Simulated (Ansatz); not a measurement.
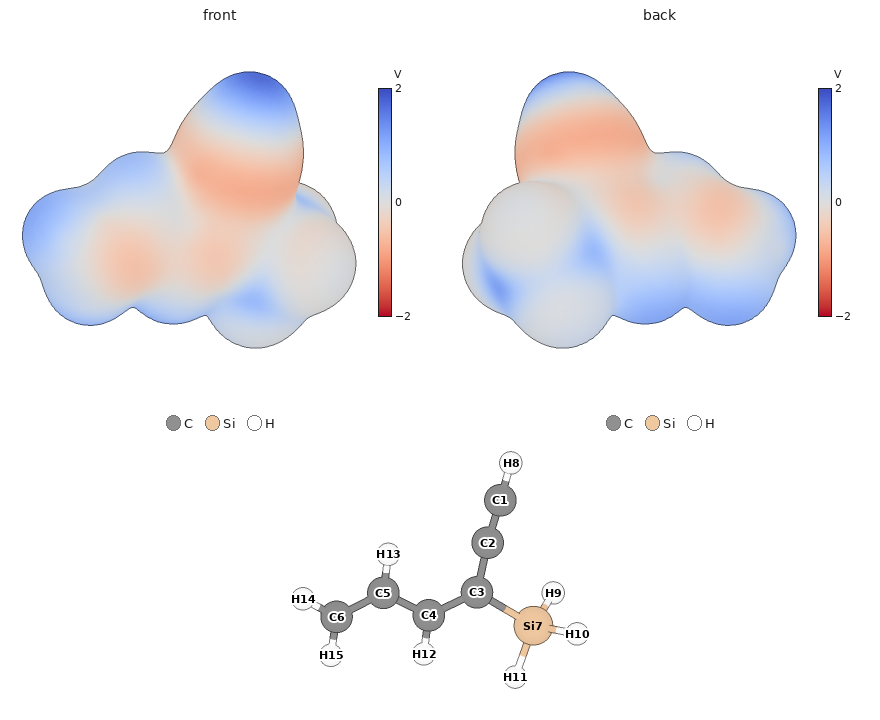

Figure 1: C₆H₈Si (SMILES C#C/C([SiH3])=C\C=C). The electrostatic potential painted on the density surface at 0.002 e/bohr³, seen from the front and from behind; the colour scale runs from red (negative) to blue (positive). The bare structure is drawn below in the same view.

Geometry: r2SCAN-D4/def2-SVP.

Theory: isolated molecule in a Gaussian basis; Kohn-Sham density functional theory, functional PBE0 in Ansatz.

```xyz
15

C     0.6824   -3.0795   -2.4426
C     0.2337   -2.5545   -1.4350
C    -0.3623   -2.0232   -0.2632
C     0.1071   -0.8991    0.3648
C     1.2435   -0.1180   -0.0656
C     1.6732    0.9836    0.5829
Si   -1.8596   -2.9597    0.3967
H     1.0910   -3.5271   -3.3294
H    -2.9430   -2.9943   -0.6304
H    -1.4853   -4.3666    0.7291
H    -2.3507   -2.2651    1.6242
H    -0.4117   -0.5528    1.2679
H     1.7640   -0.4614   -0.9682
H     2.5372    1.5538    0.2319
H     1.1675    1.3431    1.4859
```

**Where is the surface potential most negative and most positive?**

The most negative region (about −0.8 V, or −18 kcal/mol for a unit charge) lies over C1 and C2, the most positive (about +1.6 V, or +37 kcal/mol for a unit charge) over H8.
